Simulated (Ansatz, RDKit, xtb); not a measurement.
# C2H2F2: which of the isomers drawn lies lowest?

A sample of isomers of C2H2F2 is drawn. Aim: find which of them has the lowest free energy at 298.15 K, then its properties. The sample is small against all isomers, and the most stable one of this formula need not be in it.

Plan: many cheap relaxations first (GFN2-xTB), then density-functional screening, relaxation at r2SCAN-D4/def2-SVP, vibrations and a final energy. The numbers are computed, not measured.

### 1 Candidates

Isomers were taken from a list of plausible structures; this is a sample, not all of them. That gives 3 candidates.

```tsv
label	SMILES	spin
c248	F/C=C\F	singlet
c304	F/C=C/F	singlet
c380	C=C(F)F	singlet
```

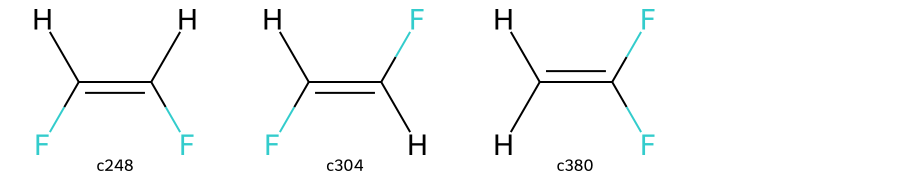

Structural formulas of the candidates.

Candidates are built by distance geometry, with a force field where one applies, in up to four conformers (letters a to d).

### 2 Search with GFN2-xTB

All 3 starts are relaxed the same way. One of them, c380a (taken from a list of positional isomers, embedded by distance geometry and MMFF94), in full:

start.xyz

```xyz
6
c380a
C     -0.211671    -1.291679     1.470795
C     -0.935164    -2.120274     0.678785
F     -2.160546    -2.498487     1.099171
F     -0.480817    -2.568053    -0.543561
H      0.771329    -0.990139     1.095715
H     -0.577584    -0.984043     2.362581
```

Command:

```sh
$ xtb start.xyz --gfn 2 --opt
```

The program printed, shortened:

```text
* xtb version 6.7.1
[...]
          :  # basis functions                  18          :
[...]
          :  # electrons                        24          :
[...]
          :  Hamiltonian                  GFN2-xTB          :
[...]
          :  net charge                          0          :
          :  unpaired electrons                  0          :
[...]
   *** convergence criteria satisfied after 10 iterations ***
[...]
   *** GEOMETRY OPTIMIZATION CONVERGED AFTER 6 ITERATIONS ***
[...]
   *** convergence criteria satisfied after 3 iterations ***
[...]
         ::                     SUMMARY                     ::
         :::::::::::::::::::::::::::::::::::::::::::::::::::::
         :: total energy             -14.731680921730 Eh    ::
         :: gradient norm              0.000974200313 Eh/a0 ::
         :: HOMO-LUMO gap              5.497271732283 eV    ::
         ::.................................................::
         :: SCC energy               -14.849397284171 Eh    ::
         :: -> isotropic ES            0.022064387295 Eh    ::
         :: -> anisotropic ES          0.001112835673 Eh    ::
         :: -> anisotropic XC         -0.005560213811 Eh    ::
         :: -> dispersion             -0.001826195245 Eh    ::
         :: repulsion energy           0.117716362442 Eh    ::
         :: add. restraining           0.000000000000 Eh    ::
         :: total charge               0.000000000000 e     ::
         :::::::::::::::::::::::::::::::::::::::::::::::::::::
[...]
        12        2.0000           -0.4424829             -12.0406 (HOMO)
        13                         -0.2404619              -6.5433 (LUMO)
[...]
     #   Z          covCN         q      C6AA      α(0)
     1   6          2.837    -0.145    31.719     9.230
     2   6          2.549     0.330    21.459     7.571
     3   9          0.788    -0.187    11.098     3.935
     4   9          0.788    -0.186    11.090     3.934
     5   1          0.926     0.094     1.842     2.122
     6   1          0.926     0.094     1.842     2.122
[...]
     #   Z sym  total        # sym  WBO       # sym  WBO       # sym  WBO
 ---------------------------------------------------------------------------
     1   6      3.974 --     2      1.845     5      0.967     6      0.967
     2   6      3.823 --     1      1.845     4      0.983     3      0.982
     3   9      1.143 --     2      0.982
     4   9      1.144 --     2      0.983
     5   1      0.991 --     1      0.967
     6   1      0.991 --     1      0.967
 ---------------------------------------------------------------------------
[...]
molecular dipole:
                 x           y           z       tot (Debye)
 q only:        0.467       0.508       0.475
   full:        0.494       0.537       0.502       2.252
molecular quadrupole (traceless):
[...]
          | TOTAL ENERGY              -14.731680921730 Eh   |
          | GRADIENT NORM               0.000974200313 Eh/α |
          | HOMO-LUMO GAP               5.497271732283 eV   |
           -------------------------------------------------
[...]
```

Wall time 0.03 s (2 threads of Arm Neoverse V2, shared host).

### 3 What the search left

3 of the 3 relaxations converged. 3 distinct structures remain:

```tsv
label	start	SMILES after	spin	energy (kcal/mol)
c380a	drawn	C=C(F)F	singlet	0.0
c304a	drawn	F/C=C/F	singlet	5.0
c248a	drawn	F/C=C\F	singlet	7.7
```

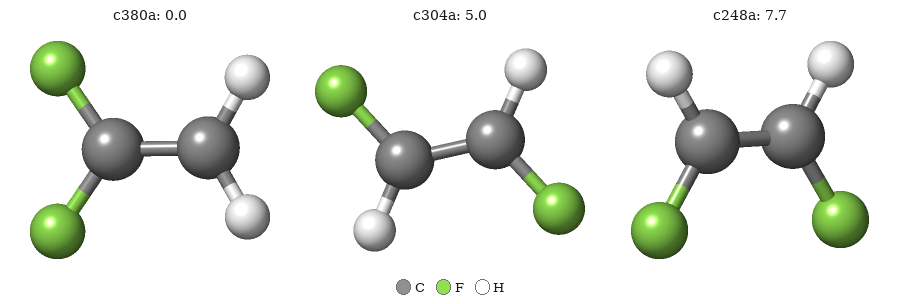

The 3 lowest minima that did not fall apart, with their GFN2-xTB energies in kcal/mol.

### 4 Second filter: single points

A choice of the minima (the low ones first, few conformers of a pattern, up to a cap) and the lowest that fell apart get a single point at r2SCAN-D4/def2-SVP on the tight-binding geometry, and one at HF/STO-3G for comparison. The lowest singlets are also tried as triplets at the same geometry (label ending in t). The first, c380a:

input.yaml

```yaml
crystal:
  periodic: [false, false, false]
  atoms:
    - {symbol: C, position_ang: [-0.192319, -1.298179, 1.442885]}
    - {symbol: C, position_ang: [-0.920514, -2.094456, 0.696198]}
    - {symbol: F, position_ang: [-2.129667, -2.542300, 1.007617]}
    - {symbol: F, position_ang: [-0.566040, -2.577274, -0.486064]}
    - {symbol: H, position_ang: [0.778186, -0.983661, 1.113503]}
    - {symbol: H, position_ang: [-0.564099, -0.956804, 2.389348]}
basis:
  gaussian:
    orbitals: def2-SVP
total_charge: 0
hamiltonian:
  xc: {name: r2SCAN}
  dispersion: d4
scf:
  lower_state_search: off
output:
  orbitals: {seedname: orbitals}
```

Command:

```sh
$ ansatz run input.yaml --threads 2 --pin off --max-ram 5220MiB --events-out events.jsonl --progress --plain --runs-dir runs
```

The program printed, shortened:

```text
Warning: RAYON_NUM_THREADS=2 ignored (pool sized by the plan → 2); use --threads N
Functional definition: r2SCAN
  name "r2SCAN"
[...]
728 factors; their error is unknown
[...]
mean field -7530.00991420 eV, -276.7227603230 hartree, gradient 5.7e-6 eV, S^2 0.000000; 0 other end points of the search recorded, 0 dependent functions left out
reference -7530.00991921 eV, -276.7227605068 hartree; 16, 16 occupied and 50, 50 virtual orbitals, 728 factors
Total energy: -7530.02626726 eV, -276.7233612867 hartree
Checks for a lower state left out: stability, starts, cluster_reference, orbital_swaps, neighbouring_geometries, increment
```

Run time: 0.89 s. Hardware: 2 threads of Arm Neoverse V2, shared host.

Relative energies in kcal/mol, each column from its lowest structure that stays in one piece:

```tsv
label	SMILES	spin	GFN2-xTB	HF/STO-3G	r2SCAN-D4/def2-SVP
c380a	C=C(F)F	singlet	0.0	0.0	0.0
c248a	F/C=C\F	singlet	7.7	9.6	12.5
c304a	F/C=C/F	singlet	5.0	9.8	12.7
c380at	C=C(F)F	triplet	–	–	108.0
c248at	F/C=C\F	triplet	–	–	113.3
```

### 5 Refinement at r2SCAN-D4/def2-SVP

3 candidates are relaxed at r2SCAN-D4/def2-SVP (chosen among the lowest in one piece). The first, c380a:

input.yaml, as its differences from that of step 4:

```diff
@@ -10,11 +10,5 @@
 basis:
-  gaussian:
-    orbitals: def2-SVP
-total_charge: 0
-hamiltonian:
-  xc: {name: r2SCAN}
-  dispersion: d4
-scf:
-  lower_state_search: off
-output:
-  orbitals: {seedname: orbitals}
+  gaussian: {orbitals: def2-SVP}
+hamiltonian: {xc: r2scan, dispersion: d4}
+scf: {lower_state_search: "off"}
+relax: {f_tol: 0.003}
```

Command:

```sh
$ ansatz run input.yaml --threads 2 --pin off --max-ram 5220MiB --events-out events.jsonl --progress --plain --runs-dir runs
```

The program printed, shortened:

```text
Warning: RAYON_NUM_THREADS=2 ignored (pool sized by the plan → 2); use --threads N
[...]
[... 2 set-up lines as earlier in the session ...]
[...]
728 factors; their error is unknown
[...]
mean field -7530.00991390 eV, -276.7227603116 hartree, gradient 6.2e-6 eV, S^2 0.000000; 0 other end points of the search recorded, 0 dependent functions left out
[...]
reference -7530.00991890 eV, -276.7227604954 hartree; 16, 16 occupied and 50, 50 virtual orbitals, 728 factors
relax step   1: F+E_penalty+E_count = -7530.02626195 eV  Δ(F+E_penalty+E_count) = +0.000e0 eV  max|allowed force component| = 8.356e-1 eV/Å  Δτ_max = 0.0000 Å  (15 SCF iters, accepted)
[...]
relax step   4: F+E_penalty+E_count = -7530.04808061 eV  Δ(F+E_penalty+E_count) = -3.875e-5 eV  max|allowed force component| = 2.340e-2 eV/Å  Δτ_max = 0.0029 Å  (22 SCF iters, accepted)
[...]
relax step   5: F+E_penalty+E_count = -7530.04814052 eV  Δ(F+E_penalty+E_count) = -5.991e-5 eV  max|allowed force component| = 1.050e-3 eV/Å  Δτ_max = 0.0021 Å  (22 SCF iters, accepted)
Total energy: -7530.04814557 eV, -276.7241652999 hartree
Atom 0 at    -0.189714    -1.294833     1.446638 Å, force    -0.000502    -0.000419    -0.000063 eV/Å
Atom 1 at    -0.926886    -2.100282     0.691347 Å, force    -0.000811    -0.001050    -0.000689 eV/Å
Atom 2 at    -2.127370    -2.542922     1.004329 Å, force     0.000179     0.000457     0.000447 eV/Å
Atom 3 at    -0.567164    -2.576279    -0.482983 Å, force     0.000630     0.000437     0.000047 eV/Å
Atom 4 at     0.794052    -0.983785     1.098515 Å, force     0.000231     0.000210    -0.000017 eV/Å
Atom 5 at    -0.577371    -0.954573     2.405642 Å, force     0.000273     0.000365     0.000275 eV/Å
Dipole moment:     0.112568     0.122971     0.115314 e Å
Checks for a lower state left out: stability, starts, cluster_reference, orbital_swaps, neighbouring_geometries, increment
```

It took 4.5 s on 2 threads of Arm Neoverse V2, shared host.

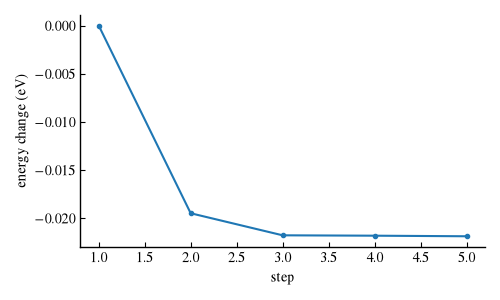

Energy along the run, all evaluated steps.

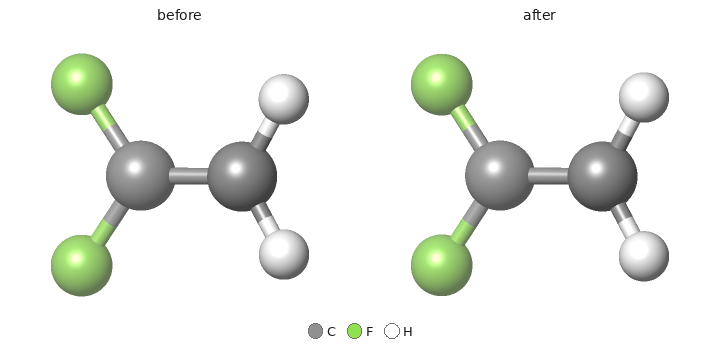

Before and after, at one scale.

After the run. Bond lengths: C1–C2 1.328 Å, C2–F3 1.317 Å, C2–F4 1.317 Å, C1–H5 1.089 Å, C1–H6 1.089 Å. Angles: C1–C2–F3 125.1°, C1–C2–F4 125.1°, F3–C2–F4 109.8°, C2–C1–H5 119.5°, C2–C1–H6 119.5°, H5–C1–H6 120.9°.

### 6 Ranking at r2SCAN-D4/def2-SVP

```tsv
label	spin	r2SCAN-D4/def2-SVP (kcal/mol)	r2SCAN-D4/def2-SVP, relaxed (kcal/mol)	time
c380a	singlet	0.0	0.0	4.5 s
c248a	singlet	12.5	12.6	5.7 s
c304a	singlet	12.7	12.8	4.2 s
```

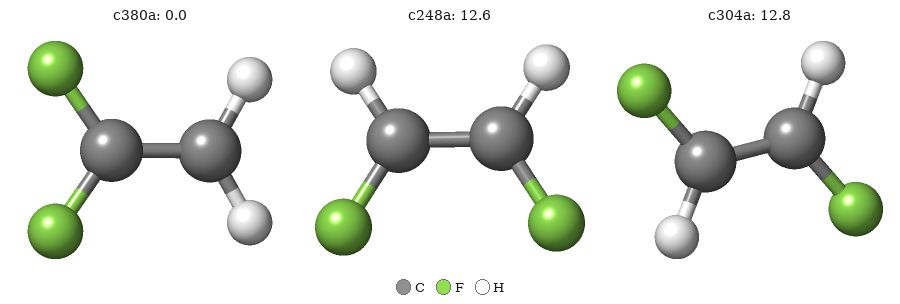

The relaxed structures, with energies at r2SCAN-D4/def2-SVP in kcal/mol.

### 7 Vibrations and thermal terms

The lowest few in one piece go on as finalists. Harmonic vibrations at r2SCAN-D4/def2-SVP test each finalist and give the zero-point energy and the thermal terms. The first, c380a:

input.yaml

```yaml
basis:
  gaussian:
    orbitals: def2-SVP
crystal:
  periodic: [false, false, false]
  atoms:
    - {symbol: C, position_ang: [-0.189714, -1.294833, 1.446638]}
    - {symbol: C, position_ang: [-0.926886, -2.100282, 0.691347]}
    - {symbol: F, position_ang: [-2.127370, -2.542922, 1.004329]}
    - {symbol: F, position_ang: [-0.567164, -2.576279, -0.482983]}
    - {symbol: H, position_ang: [0.794052, -0.983785, 1.098515]}
    - {symbol: H, position_ang: [-0.577371, -0.954573, 2.405642]}
hamiltonian:
  xc: {name: r2SCAN}
  dispersion: d4
scf:
  lower_state_search: "off"
phonons: {}
```

Command:

```sh
$ ansatz run input.yaml --threads 2 --pin off --max-ram 5220MiB --events-out events.jsonl --progress --plain --runs-dir runs
```

The program printed, shortened:

```text
Warning: RAYON_NUM_THREADS=2 ignored (pool sized by the plan → 2); use --threads N
[... 2 set-up lines as earlier in the session ...]
[...]
728 factors; their error is unknown
[...]
mean field -7530.03179748 eV, -276.7235645184 hartree, gradient 6.1e-6 eV, S^2 0.000000; 0 other end points of the search recorded, 0 dependent functions left out
[...]
reference -7530.03180253 eV, -276.7235647041 hartree; 16, 16 occupied and 50, 50 virtual orbitals, 728 factors
[...]
728 factors; their error is unknown
mean field -7530.03159956 eV, -276.7235572450 hartree, gradient 2.1e-6 eV, S^2 0.000000; 0 other end points of the search recorded, 0 dependent functions left out
[...]
reference -7530.03160461 eV, -276.7235574306 hartree; 16, 16 occupied and 50, 50 virtual orbitals, 728 factors
[...]
728 factors; their error is unknown
[...]
reference -7530.03171160 eV, -276.7235613624 hartree; 16, 16 occupied and 50, 50 virtual orbitals, 728 factors
Total energy: -7530.04814536 eV, -276.7241652918 hartree
Atom 0 at    -0.189714    -1.294833     1.446638 Å, force    -0.000503    -0.000414    -0.000056 eV/Å
Atom 1 at    -0.926886    -2.100282     0.691347 Å, force    -0.000854    -0.001056    -0.000670 eV/Å
Atom 2 at    -2.127370    -2.542922     1.004329 Å, force     0.000204     0.000465     0.000443 eV/Å
Atom 3 at    -0.567164    -2.576279    -0.482983 Å, force     0.000640     0.000431     0.000030 eV/Å
Atom 4 at     0.794052    -0.983785     1.098515 Å, force     0.000234     0.000210    -0.000016 eV/Å
Atom 5 at    -0.577371    -0.954573     2.405642 Å, force     0.000278     0.000363     0.000268 eV/Å
Dipole moment:     0.112568     0.122972     0.115314 e Å
Vibrations: 437.07 560.60 636.94 719.26 780.24 947.29 952.44 1345.25 1374.17 1787.50 3200.66 3319.96 cm⁻¹, zero-point energy 0.995678 eV
Checks for a lower state left out: stability, starts, cluster_reference, orbital_swaps, neighbouring_geometries, increment
```

Run time: 26 s. Hardware: 2 threads of Arm Neoverse V2, shared host; peak memory 0.14 GiB.

### 8 Zero-point energy and free-energy terms

At 298.15 K and 1 atm, ideal gas, rigid rotor and harmonic oscillator:

```tsv
label	SMILES	spin	point group	lowest mode (cm⁻¹)	zero-point (kcal/mol)	G − E (kcal/mol)
c380a	C=C(F)F	singlet	C2v	437	23.0	7.0
c248a	F/C=C\F	singlet	C2v	227	23.2	7.1
c304a	F/C=C/F	singlet	C2h	314	23.0	7.0
```

### 9 Energies at the top level

Single points at CCSD(T)/def2-TZVP on the refined geometries decide the order.

c380a, CCSD(T)/def2-TZVP:

input.yaml, as its differences from that of step 7:

```diff
@@ -1,4 +1 @@
-basis:
-  gaussian:
-    orbitals: def2-SVP
 crystal:
@@ -12,7 +9,4 @@
     - {symbol: H, position_ang: [-0.577371, -0.954573, 2.405642]}
-hamiltonian:
-  xc: {name: r2SCAN}
-  dispersion: d4
-scf:
-  lower_state_search: "off"
-phonons: {}
+basis:
+  gaussian: {orbitals: def2-TZVP}
+correlation: {method: ccsd_t, frozen_orbitals: {F: 1, C: 1, H: 0}}
```

Command:

```sh
$ ansatz run input.yaml --threads 2 --pin off --max-ram 5220MiB --events-out events.jsonl --progress --plain --runs-dir runs
```

The program printed, shortened:

```text
Warning: RAYON_NUM_THREADS=2 ignored (pool sized by the plan → 2); use --threads N
Functional definition: HF
  name "HF"
[...]
925 factors; integrals over basis functions are off by at most 1.2e-3 eV
[...]
mean field -7506.59539710 eV, -275.8622926904 hartree, gradient 3.4e-6 eV, S^2 0.000000; 0 other end points of the search recorded, 0 dependent functions left out
4 core orbitals not correlated: weight in the atoms' cores, before any rotation towards them, 1.000 or more for the frozen orbitals, at most 0.000 for the correlated occupied ones
reference -7506.59539710 eV, -275.8622926904 hartree; 12, 12 occupied and 120, 120 virtual orbitals, 925 factors
second order -21.95064918 eV of doubles, -0.00000000 eV of singles
cycle   1  -21.78379614 eV  change    1.7e-1 eV  update   9.7e-2
[...]
cycle   9  -22.36057798 eV  change   -1.2e-5 eV  update   1.5e-5
perturbative correction -0.80453913 eV, -0.0295662678 hartree
Total energy: -7529.76051422 eV, -276.7135950425 hartree
```

Wall time 17 s (2 threads of Arm Neoverse V2, shared host); peak memory 0.84 GiB.

### 10 c248a at CCSD(T)/def2-TZVP

input.yaml

```yaml
basis:
  gaussian: {orbitals: def2-TZVP}
crystal:
  periodic: [false, false, false]
  atoms:
    - {symbol: C, position_ang: [-0.507883, -2.027053, 1.629858]}
    - {symbol: C, position_ang: [-0.605431, -1.360994, 0.477947]}
    - {symbol: F, position_ang: [-1.268034, -3.084519, 1.912253]}
    - {symbol: F, position_ang: [-1.470306, -1.703419, -0.476280]}
    - {symbol: H, position_ang: [0.201612, -1.746357, 2.412962]}
    - {symbol: H, position_ang: [0.018092, -0.493340, 0.245958]}
correlation: {method: ccsd_t, frozen_orbitals: {F: 1, C: 1, H: 0}}
```

Command:

```sh
$ ansatz run input.yaml --threads 2 --pin off --max-ram 5220MiB --events-out events.jsonl --progress --plain --runs-dir runs
```

The program printed, shortened:

```text
Warning: RAYON_NUM_THREADS=2 ignored (pool sized by the plan → 2); use --threads N
[... 2 set-up lines as earlier in the session ...]
[...]
928 factors; integrals over basis functions are off by at most 8.3e-4 eV
[...]
mean field -7506.15515018 eV, -275.8461139143 hartree, gradient 1.3e-6 eV, S^2 0.000000; 0 other end points of the search recorded, 0 dependent functions left out
4 core orbitals not correlated: weight in the atoms' cores, before any rotation towards them, 1.000 or more for the frozen orbitals, at most 0.000 for the correlated occupied ones
reference -7506.15515018 eV, -275.8461139143 hartree; 12, 12 occupied and 120, 120 virtual orbitals, 928 factors
second order -21.91043529 eV of doubles, -0.00000000 eV of singles
cycle   1  -21.76914666 eV  change    1.4e-1 eV  update   9.9e-2
[...]
cycle   9  -22.35978078 eV  change    1.3e-6 eV  update   1.2e-5
perturbative correction -0.80185483 eV, -0.0294676214 hartree
Total energy: -7529.31678578 eV, -276.6972883233 hartree
```

It took 6.9 s on 2 threads of Arm Neoverse V2, shared host; peak memory 0.62 GiB.

For c304a the log finds that unrestricted Hartree-Fock orbitals lie lower, a sign to watch the closed-shell reference there.

### 11 The ranking

Energies in kcal/mol from c380a; G adds the thermal terms to the CCSD(T)/def2-TZVP energy. The columns left of the relaxed level are at the tight-binding geometries.

```tsv
label	SMILES	spin	GFN2-xTB	HF/STO-3G	r2SCAN-D4/def2-SVP	r2SCAN-D4/def2-SVP, relaxed	HF/def2-TZVP	MP2/def2-TZVP	CCSD(T)/def2-TZVP	G	share at equilibrium	T1
c380a	C=C(F)F	singlet	0.0	0.0	0.0	0.0	0.0	0.0	0.0	0.0	100.0 %	0.012
c248a	F/C=C\F	singlet	7.7	9.6	12.5	12.6	10.2	11.1	10.2	10.3	< 0.1 %	0.013
c304a	F/C=C/F	singlet	5.0	9.8	12.7	12.8	10.9	11.9	10.9	10.9	< 0.1 %	0.012
```

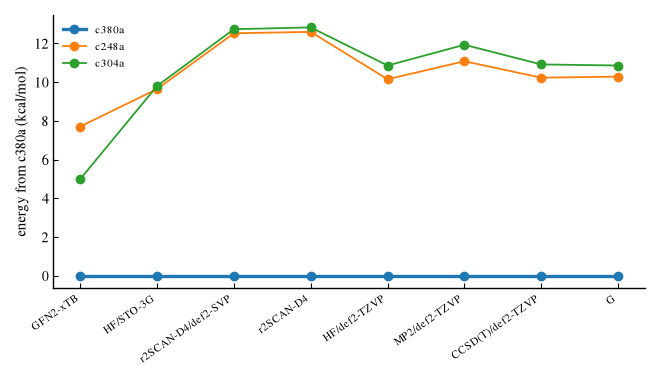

The finalists at each level, measured from c380a.

Lowest found: c380a, `C=C(F)F`, a singlet of point group C2v. Bond lengths: C1–C2 1.328 Å, C2–F3 1.317 Å, C2–F4 1.317 Å, C1–H5 1.089 Å, C1–H6 1.089 Å. Angles: C1–C2–F3 125.1°, C1–C2–F4 125.1°, F3–C2–F4 109.8°, C2–C1–H5 119.5°, C2–C1–H6 119.5°, H5–C1–H6 120.9°.

```xyz
6

C    -0.1897   -1.2948    1.4466
C    -0.9269   -2.1003    0.6913
F    -2.1274   -2.5429    1.0043
F    -0.5672   -2.5763   -0.4830
H     0.7941   -0.9838    1.0985
H    -0.5774   -0.9546    2.4056
```

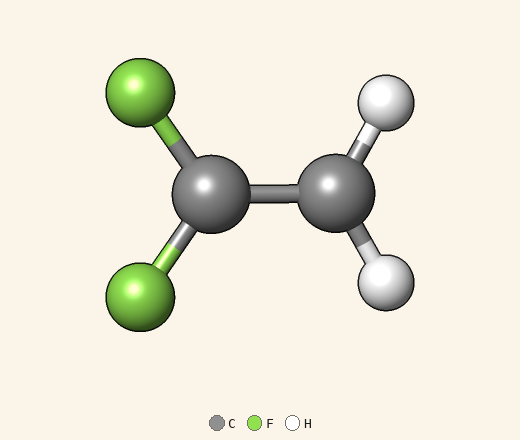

The lowest structure found, seen from a chosen angle (carbon grey, fluorine green, hydrogen white).

### 12 Outcome

```
                                                     quantity                                                                  value
                                       lowest structure found                                                  C=C(F)F, singlet, C2v
                                                next finalist                            F/C=C\F, singlet, 10.3 kcal/mol higher in G
                    share at equilibrium, among the finalists                                                                100.0 %
                                                       funnel  3 starts, 3 minima at GFN2-xTB, 5 screening runs, 3 relaxed, 3 ranked
                                         CPU time of all runs                                                                4.1 min
harmonic wavenumbers, lowest and highest (r2SCAN-D4/def2-SVP)                                                      437 and 3320 cm⁻¹
                          rotational constants, same geometry                                            0.3668, 0.3463, 0.1781 cm⁻¹
```

In words: The search ends on `C=C(F)F`. The margin of 10.3 kcal/mol over the next finalist is beyond the usual error of the last level; it says nothing of structures that weren't ranked. GFN2-xTB, HF/STO-3G, r2SCAN-D4/def2-SVP, r2SCAN-D4/def2-SVP, relaxed, HF/def2-TZVP and MP2/def2-TZVP already put its bonding pattern lowest among the structures in one piece. The largest share of the time went into the vibrations (53 %). Lowest found is not proven lowest: the search is finite, and each finalist counts with one conformer. Only 3 drawn patterns were tried, so whole families of isomers are missing, and the result ranks this sample alone. The lowest isomer need not be the one that is made and kept in a bottle, which depends on barriers.
